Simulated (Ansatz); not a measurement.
# How SrHF (model structure) absorbs and reflects light, part 2 of 3

Aim: the dielectric function of SrHF (model structure), and the optical constants that follow from it. The structure is a model built here, which may or may not match a known phase. It was built so: All Ca replaced by Sr and Cl replaced by F in the P4/nmm structure of CaHCl.

Ansatz 0.2.0; DFT, PBE, plane-wave PAW, default files, scalar-relativistic, independent-particle optical response without local fields.

So far: The starting structure; Relaxation. The relaxed cell has a = 3.725, c = 6.366 Å (conventional setting).

### 3. Ground state and bands

The self-consistent density comes first; it also tells whether there is a gap, which decides the occupations and the need for a Drude term.

This step: DFT, PBE, plane-wave PAW, default files, scalar-relativistic, ground state (Ansatz 0.2.0).

The input, input.yaml:

```yaml
crystal:
  lattice:
    - [3.7246489044, 0.0, 0.0]
    - [0.0, 3.7246489044, 0.0]
    - [0.0, 0.0, 6.3659313743]
  atoms:
    - { symbol: Sr, position: [0.5, 0.0, 0.7613378125] }
    - { symbol: Sr, position: [0.0, 0.5, 0.2386621875] }
    - { symbol: F, position: [0.5, 0.0, 0.3662222913] }
    - { symbol: F, position: [0.0, 0.5, 0.6337777087] }
    - { symbol: H, position: [0.5, 0.5, 0.0] }
    - { symbol: H, position: [0.0, 0.0, 0.0] }
kpoints:
  mp_grid: { grid: [6, 6, 4] }
  band_path:
    path:
      - [[0.0, 0.0, 0.0], [0.0, 0.5, 0.0], [0.5, 0.5, 0.0], [0.0, 0.0, 0.0], [0.0, 0.0, 0.5], [0.0, 0.5, 0.5], [0.5, 0.5, 0.5], [0.0, 0.0, 0.5]]
      - [[0.0, 0.5, 0.0], [0.0, 0.5, 0.5]]
      - [[0.5, 0.5, 0.0], [0.5, 0.5, 0.5]]
    npoints: 7
scf:
  occupations: { method: fermi_dirac, width: 0.05 }
  n_extra_bands: 10
hamiltonian:
  xc: pbe
  pseudopotentials: { kind: paw }
output:
  forces: true
  stress: true
  populations: true
  write_bands: true
  write_density: true
  write_potential: true
  elf: true
  volumetric_format: npy
```

Launch:

```sh
$ ansatz run input.yaml --threads 2 --pin off --max-ram 5120MiB --backend cpu --events-out ev --progress --plain --runs-dir out
```

Numbers of over 12 decimals in the logs are rounded to 6 here.

Output:

```text
[...]
Crystal: 6 atoms, lattice volume = 88.315 Å³
Basis set: ecut = 420 eV, 1733 PW (Γ), exchange–correlation on 50×50×90 points (8 copies of the dense FFT grid, shifted against one another)
Bands: 28, of which v1, the nominal top of the filled ones, is band 18 counted from 1 (17 counted from 0)
Symmetry: 16 space group operations
[...]
k-points: 30 of 144
[...]
SCF iter   1: F=—  HF=-8744.360430 eV  |F-HF|=—  |Δ(HF+E_count)|=         —  Δρ=1.51e-3  dr2=3.00e-3  ethr=1.77e-3  ⟨swp⟩=9.6  Hψ=5265  notcnv=0  defer=8
[...]
SCF iter   6: F=-8744.361281 eV  HF=-8744.361281 eV  |F-HF|=2.79e-8  |Δ(HF+E_count)|=   1.33e-6  Δρ=6.20e-6  dr2=1.58e-8  ethr=2.78e-10  ⟨swp⟩=15.3  Hψ=6830  notcnv=0
SCF 1 converged in 6 iterations: F = -8744.361281 eV  dr2 = 1.58e-8
[...]
NSCF: frozen V_eff on 66 k-points
SCF converged after 6 iterations
Free energy (F): -8744.361281 eV
[...]
Internal energy: -8744.361281 eV  (E = F + TS)
E sigma→0 (E₀):  -8744.361281 eV
Fermi energy:    7.669746 eV
[...]
--- Forces (eV/Å), atoms counted from 1 ---
  atom   1  Sr     0.00000000     0.00000000     0.00054033
  atom   2  Sr     0.00000000     0.00000000    -0.00054033
  atom   3  F      0.00000000     0.00000000    -0.00196682
  atom   4  F      0.00000000     0.00000000     0.00196682
  atom   5  H      0.00000000     0.00000000     0.00000000
  atom   6  H      0.00000000     0.00000000     0.00000000
  max |Σ_I F_I| component: 5.42e-20 eV/Å
--- Stress (GPa, compression-positive) ---
        0.004861       0.000000       0.000000
        0.000000       0.004861       0.000000
        0.000000       0.000000      -0.005177
  P = ⅓ Tr σ = 0.0015 GPa (0.015 kbar)
--- Band table (eV; the first three rows and the last of 30) ---
  k-point 0: bands = [... 14 lower, 2.4130, 2.4130, 3.4009, 5.9950, 9.9950, 10.4426, 10.9931, 12.0615, ... 6 higher]
  k-point 1: bands = [... 14 lower, 2.4146, 2.4146, 3.8659, 6.0257, 9.5582, 10.0643, 11.5319, 12.2041, ... 6 higher]
  k-point 2: bands = [... 14 lower, 2.4166, 2.4166, 4.2336, 6.0583, 9.2176, 9.7892, 12.2203, 12.3849, ... 6 higher]
  k-point 29: bands = [... 14 lower, 2.3639, 2.3639, 5.1042, 5.1042, 10.7824, 10.7824, 12.3490, 12.3490, ... 6 higher]
--- Löwdin populations: 6 sites ---
  site symbol       q [e]
     0     Sr      8.3283
     1     Sr      8.3283
     2      F      7.7743
     3      F      7.7743
     4      H      1.6893
     5      H      1.6893
  spilling = 0.011564 (of n_electrons = 36.000000)
```

It took 4.4 s on 2 threads of Arm Neoverse V1, shared host; peak memory 0.36 GiB.

This step gave:

```
free energy                  : -8744.3613 eV
Fermi energy                 : 7.670 eV
gap by band count            : 3.159 eV
electrons                    : 36
symmetry operations          : 16
pressure                     : 0.001515 GPa
gap on the k-mesh            : 3.159 eV
volume                       : 88.31 Å³
gap on the path              : 3.159 eV
least direct gap on the path : 3.159 eV
```

There is a gap, 3.16 eV on the path, so no carriers' term is needed. The cell is left with a pressure of 0.0 GPa after its relaxation.

The electronic bands at the labelled points (eV, zero at the Fermi level; v1 is the highest filled band, c1 the lowest empty one):

| point | v4 | v3 | v2 | v1 | c1 | c2 | c3 | c4 |
| --- | --- | --- | --- | --- | --- | --- | --- | --- |
| Γ | -5.26 | -5.26 | -4.27 | -1.68 | 2.33 | 2.77 | 3.32 | 4.39 |
| X | -5.45 | -5.45 | -2.85 | -2.85 | 3.47 | 3.47 | 4.38 | 4.38 |
| M | -5.31 | -5.31 | -2.60 | -2.60 | 2.47 | 2.47 | 5.57 | 5.57 |
| Γ | -5.26 | -5.26 | -4.27 | -1.68 | 2.33 | 2.77 | 3.32 | 4.39 |
| Z | -5.25 | -5.25 | -3.44 | -1.61 | 1.55 | 2.12 | 4.55 | 4.71 |
| R | -5.50 | -5.50 | -2.65 | -2.65 | 3.60 | 3.60 | 4.62 | 4.62 |
| A | -5.31 | -5.31 | -2.57 | -2.57 | 3.11 | 3.11 | 4.68 | 4.68 |
| Z | -5.25 | -5.25 | -3.44 | -1.61 | 1.55 | 2.12 | 4.55 | 4.71 |
| jump to X | -5.45 | -5.45 | -2.85 | -2.85 | 3.47 | 3.47 | 4.38 | 4.38 |
| R | -5.50 | -5.50 | -2.65 | -2.65 | 3.60 | 3.60 | 4.62 | 4.62 |
| jump to M | -5.31 | -5.31 | -2.60 | -2.60 | 2.47 | 2.47 | 5.57 | 5.57 |
| A | -5.31 | -5.31 | -2.57 | -2.57 | 3.11 | 3.11 | 4.68 | 4.68 |

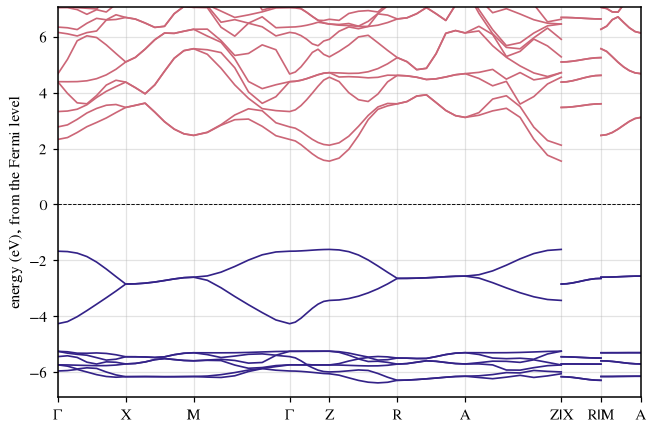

Electronic bands along the path; lines of filled and empty bands in two colours.

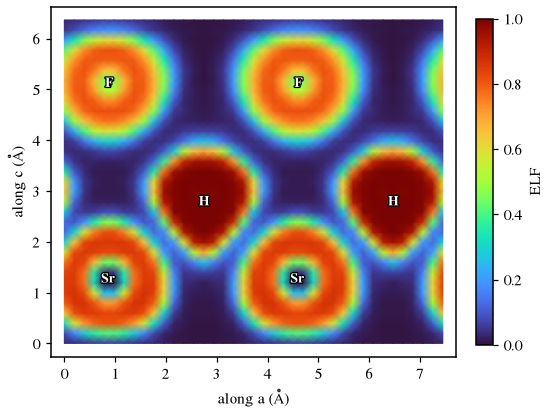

ELF in the ac plane at fractional y = 0.000, with atoms of Sr and F and H within 0.2 Å of it. It is the smooth field of the valence electrons, not physical close to the nuclei. The map starts off the cell's origin, so that atoms lie inside it.

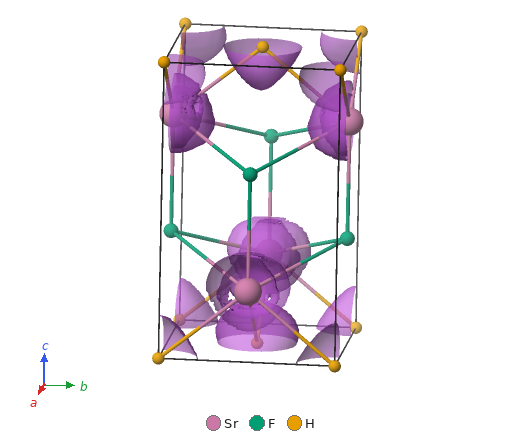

Surface of ELF = 0.85.

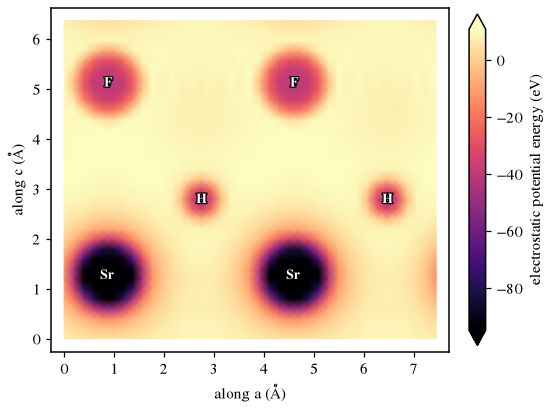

Electrostatic potential energy in the ac plane at fractional y = 0.000, with atoms of Sr and F and H within 0.2 Å of it. With pseudopotentials it is smooth inside the atoms' cores, unlike the true potential. The map starts off the cell's origin, so that atoms lie inside it.

### 4. Spectrum

The spectrum is a sum over vertical transitions between filled and empty bands at the fixed density, so many empty bands are needed.

This step: DFT, PBE, plane-wave PAW, default files, scalar-relativistic, independent-particle optical response without local fields (Ansatz 0.2.0).

input.yaml, the sections that differ from step 3:

```yaml
kpoints:
  mp_grid: { grid: [6, 6, 4] }
scf:
  occupations: { method: fixed }
output:
  optics:
    e_range: [0, 25]
    de: 0.05
    sigma: 0.2
    nscf_kmesh: { grid: [8, 8, 4] }
    bands: auto
# crystal, hamiltonian: as in step 3
```

Output:

```text
[...]
Crystal: 6 atoms, lattice volume = 88.315 Å³
Basis set: ecut = 420 eV, 1733 PW (Γ)
Bands: 24, of which v1, the nominal top of the filled ones, is band 18 counted from 1 (17 counted from 0)
Symmetry: 16 space group operations
[...]
k-points: 30 of 144
[...]
SCF iter   1: F=—  HF=-8744.359697 eV  |F-HF|=—  |Δ(HF+E_count)|=         —  Δρ=1.68e-3  dr2=3.48e-3  ethr=1.77e-3  ⟨swp⟩=5.9  Hψ=3296  notcnv=0  defer=97
[...]
SCF iter   9: F=-8744.361597 eV  HF=-8744.361597 eV  |F-HF|=3.64e-12  |Δ(HF+E_count)|=  9.28e-11  Δρ=4.24e-8  dr2=7.68e-13  ethr=1.00e-12  ⟨swp⟩=12.0  Hψ=3803  notcnv=0
SCF 1 converged in 9 iterations: F = -8744.361597 eV  dr2 = 7.68e-13
[...]
output.optics: what the bands over the 89 summed would add to eps1, eps2 and the energy-loss function is held between a lower and an upper bound (6 Lanczos steps). eps1, eps2 and their loss function (loss_summed_bands) are given on every row as the summed bands alone make them. Along an axis, on a row where the two bounds hold the loss function to about 1 % of the greater of itself and 0.5 % of |1/eps|, its cell (loss_completed) is given, with the completed eps1 and eps2 that it is formed of (a cell that is left empty reads nan in the table and null in the record). The two bounds hold it so along every axis on all 501 rows up to 25.000 eV. [rest of the remark cut]
SCF converged after 9 iterations
Free energy (F): -8744.361597 eV
[...]
Internal energy: -8744.361597 eV  (E = F + TS)
E sigma→0 (E₀):  -8744.361597 eV
Fermi energy:    6.058255 eV
[...]
--- Band table (eV; the first three rows and the last of 30) ---
  k-point 0: bands = [... 14 lower, 2.4129, 2.4129, 3.4010, 5.9950, 9.9952, 10.4425, 10.9931, 12.0616, ... 2 higher]
  k-point 1: bands = [... 14 lower, 2.4146, 2.4146, 3.8659, 6.0257, 9.5583, 10.0642, 11.5321, 12.2042, ... 2 higher]
  k-point 2: bands = [... 14 lower, 2.4166, 2.4166, 4.2336, 6.0583, 9.2176, 9.7892, 12.2206, 12.3849, ... 2 higher]
  k-point 29: bands = [... 14 lower, 2.3639, 2.3639, 5.1042, 5.1042, 10.7825, 10.7825, 12.3491, 12.3491, ... 2 higher]
```

It took 40 s on 2 threads; peak memory 1 GiB; 79 s of CPU time.

This step gave:

```
electronic dielectric constant ε∞, mean over x, y and z (by symmetry where fewer were run)                                                          : 3.178
absorption onset, first axis (α over 10⁴ cm⁻¹, or the direct gap if that lies higher)                                                               : 4.560 eV
main peak of Im epsilon, first axis                                                                                                                 : 5.583 eV
photocurrent from vertical transitions in a film 500 nm thick on a perfect mirror (two passes), AM1.5G, no front reflection, all carriers collected : 0.1132 mA/cm²
least direct gap on the mesh                                                                                                                        : 3.159 eV
bands summed                                                                                                                                        : 89
spectra valid up to                                                                                                                                 : 42.84 eV
program's estimate of the k-sum error in Im epsilon                                                                                                 : 0.09 %
electrons in the f-sum                                                                                                                              : 27.72
```

The Im ε has structure finer than the step of the table below, so its rows give means over 2 eV, whole bins alone (the curve runs from 0 to 25 eV). Peaks (eV: height): E ∥ x or y 5.6: 4.85, 10.0: 3.58, 12.1: 2.26, 20.5: 3.24, 23.8: 3.54; E ∥ z 6.4: 6.12, 7.2: 2.44, 8.8: 3.97, 11.3: 2.45, 21.5: 2.47, 23.6: 3.76.

Im ε against photon energy; means over each step:

| photon energy (eV) | E ∥ x or y | E ∥ z |
| --- | --- | --- |
| 2 | 8.4e-6 | 0 |
| 4 | 0.0740 | 0.680 |
| 6 | 3.19 | 2.86 |
| 8 | 1.88 | 2.22 |
| 10 | 2.51 | 2.51 |
| 12 | 1.69 | 1.65 |
| 14 | 0.706 | 0.792 |
| 16 | 0.479 | 0.540 |
| 18 | 0.508 | 0.478 |
| 20 | 1.89 | 1.37 |
| 22 | 1.99 | 1.86 |
| 24 | 2.16 | 2.60 |

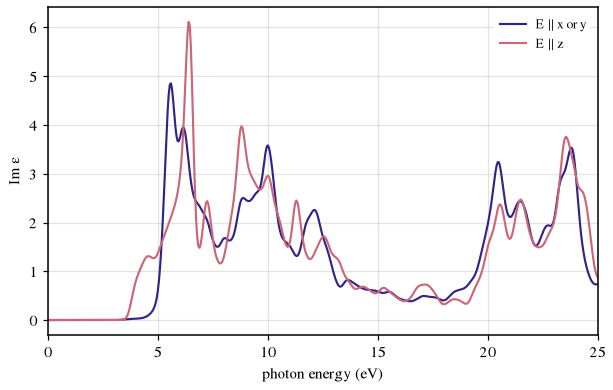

Im ε against photon energy.

The Re ε by photon energy:

| photon energy (eV) | E ∥ x or y | E ∥ z |
| --- | --- | --- |
| 0 | 3.13 | 3.26 |
| 2 | 3.27 | 3.44 |
| 4 | 4.00 | 4.62 |
| 6 | 3.13 | 4.90 |
| 8 | 2.33 | 2.91 |
| 10 | 1.31 | 1.02 |
| 12 | 1.04 | 0.814 |
| 14 | 0.779 | 0.685 |
| 16 | 1.19 | 1.12 |
| 18 | 1.82 | 1.46 |
| 20 | 2.96 | 2.68 |
| 22 | 0.601 | 0.907 |
| 24 | -1.25 | -0.503 |

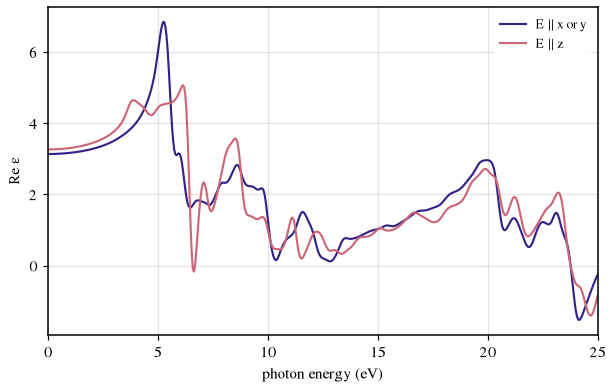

Re ε against photon energy.

The loss function −Im 1/ε at q → 0 has structure finer than the step of the table below, so its rows give means over 1 eV, whole bins alone (the curve runs from 0 to 25 eV). Peaks (eV: height): E ∥ x or y 10.7: 0.537, 13.1: 1.08, 22.1: 0.530; E ∥ z 6.8: 0.482, 10.8: 0.538, 11.8: 0.670, 13.6: 0.941, 17.4: 0.335, 22.0: 0.463.

Loss function −Im 1/ε at q → 0 against energy loss; means over each step:

| energy loss (eV) | E ∥ x or y | E ∥ z |
| --- | --- | --- |
| 2 | 0 | 0 |
| 3 | 1.9e-4 | 6.8e-5 |
| 4 | 0.00187 | 0.0333 |
| 5 | 0.0273 | 0.0682 |
| 6 | 0.171 | 0.0994 |
| 7 | 0.274 | 0.293 |
| 8 | 0.207 | 0.167 |
| 9 | 0.206 | 0.226 |
| 10 | 0.290 | 0.337 |
| 11 | 0.488 | 0.441 |
| 12 | 0.399 | 0.554 |
| 13 | 0.822 | 0.689 |
| 14 | 0.614 | 0.762 |
| 15 | 0.417 | 0.476 |
| 16 | 0.279 | 0.306 |
| 17 | 0.178 | 0.284 |
| 18 | 0.130 | 0.190 |
| 19 | 0.119 | 0.102 |
| 20 | 0.160 | 0.160 |
| 21 | 0.332 | 0.290 |
| 22 | 0.445 | 0.408 |
| 23 | 0.339 | 0.275 |
| 24 | 0.321 | 0.316 |

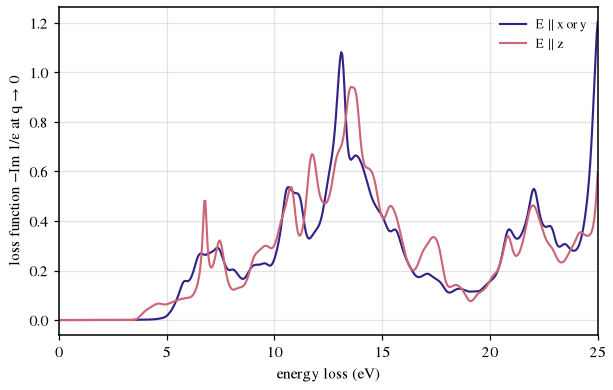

Loss function −Im 1/ε at q → 0, plotted against energy loss.

Refractive index n and extinction k against photon energy:

| photon energy (eV) | n, E ∥ x or y | k, E ∥ x or y | n, E ∥ z | k, E ∥ z |
| --- | --- | --- | --- | --- |
| 0.0 | 1.77 | 0 | 1.81 | 0 |
| 2.5 | 1.84 | 0 | 1.89 | 0 |
| 5.0 | 2.45 | 0.121 | 2.13 | 0.321 |
| 7.5 | 1.46 | 0.565 | 1.39 | 0.603 |
| 10.0 | 1.60 | 1.12 | 1.44 | 1.03 |
| 12.5 | 0.985 | 0.873 | 1.15 | 0.742 |
| 15.0 | 1.05 | 0.279 | 1.05 | 0.270 |
| 17.5 | 1.29 | 0.183 | 1.14 | 0.269 |
| 20.0 | 1.80 | 0.543 | 1.69 | 0.442 |
| 22.5 | 1.30 | 0.688 | 1.33 | 0.577 |
| 25.0 | 0.513 | 0.722 | 0.433 | 1.01 |

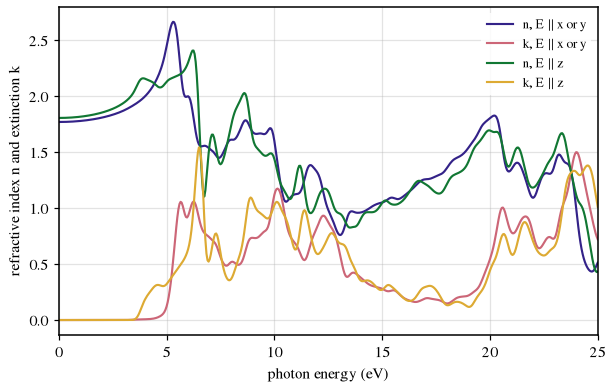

Refractive index n and extinction k against photon energy.

The reflectivity at normal incidence has structure finer than the step of the table below, so its rows give means over 1 eV, whole bins alone (the curve runs from 0 to 25 eV). Peaks (eV: height): E ∥ x or y 5.5: 23.9, 10.2: 21.7, 12.3: 16.6, 20.6: 17.5, 24.4: 45.2; E ∥ z 6.5: 29.6, 8.8: 20.2, 11.4: 17.7, 21.6: 14.2, 24.9: 47.8.

Reflectivity at normal incidence against photon energy; means over each step:

| photon energy (eV) | E ∥ x or y (%) | E ∥ z (%) |
| --- | --- | --- |
| 1 | 7.88 | 8.44 |
| 2 | 8.32 | 8.99 |
| 3 | 9.26 | 10.3 |
| 4 | 11.3 | 13.4 |
| 5 | 18.2 | 14.1 |
| 6 | 19.9 | 20.3 |
| 7 | 11.8 | 14.4 |
| 8 | 8.81 | 9.72 |
| 9 | 12.8 | 17.8 |
| 10 | 18.3 | 16.8 |
| 11 | 9.77 | 12.9 |
| 12 | 13.1 | 10.4 |
| 13 | 11.1 | 11.4 |
| 14 | 3.54 | 4.76 |
| 15 | 1.91 | 2.17 |
| 16 | 1.31 | 1.30 |
| 17 | 1.89 | 2.42 |
| 18 | 2.90 | 1.64 |
| 19 | 5.44 | 3.62 |
| 20 | 12.0 | 8.95 |
| 21 | 14.1 | 10.8 |
| 22 | 12.1 | 10.5 |
| 23 | 13.0 | 11.9 |
| 24 | 34.5 | 28.0 |

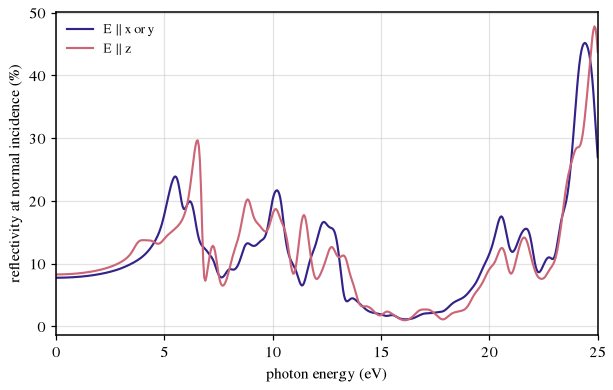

Reflectivity at normal incidence against photon energy.

From ε follow the optical constants at some laser and lamp lines:

| wavelength (nm) | n xy | k xy | R (%) xy | 1/α xy | n z | k z | R (%) z | 1/α z |
| --- | --- | --- | --- | --- | --- | --- | --- | --- |
| 1550 | 1.78 | 0.000 | 7.8 | over 1 mm | 1.81 | 0.000 | 8.4 | over 1 mm |
| 1064 | 1.78 | 0.000 | 7.9 | over 1 mm | 1.82 | 0.000 | 8.5 | over 1 mm |
| 532 | 1.83 | 0.000 | 8.5 | over 1 mm | 1.88 | 0.000 | 9.3 | over 1 mm |
| 450 | 1.85 | 0.000 | 8.9 | over 1 mm | 1.91 | 0.000 | 9.8 | over 1 mm |
| 365 | 1.91 | 0.002 | 9.8 | 12 µm | 2.01 | 0.001 | 11.3 | 37 µm |
| 308 | 2.00 | 0.007 | 11.2 | 3.5 µm | 2.16 | 0.193 | 13.7 | 127 nm |
| 248 | 2.45 | 0.120 | 17.7 | 164 nm | 2.13 | 0.321 | 13.9 | 62 nm |

Rows near the edge hang on the gap, which this functional as a rule makes too small, and phonon-assisted absorption is left out.

Through 1 µm of it, D65 light comes out colourless (x = 0.314, y = 0.330; 84 % transmitted).

At 1064 nm the birefringence n(z) − n(x) is +0.039: the crystal is uniaxial positive at this level.

The f-sum over the summed bands holds 27.7 of the cell's 36 electrons outside the frozen cores, 20 of which lie in bands more than 12 eV below the Fermi level, whose transitions come at higher energies. Up to 25 eV the strength has a mean oscillator energy of 12.4 eV, well above the main peak, so higher transitions carry much of it.

(Part 2 of 3 ends here.)

[Logs are printed without paths, hosts, clocks, repeated set-up lines and the standing remarks that a program may print on its own settings, such as how far it seeks lower states.]

[Hosts, paths, dates, database ids (printed as entryN), source tags and the programs' standing remarks are cut or masked in the printed files.]
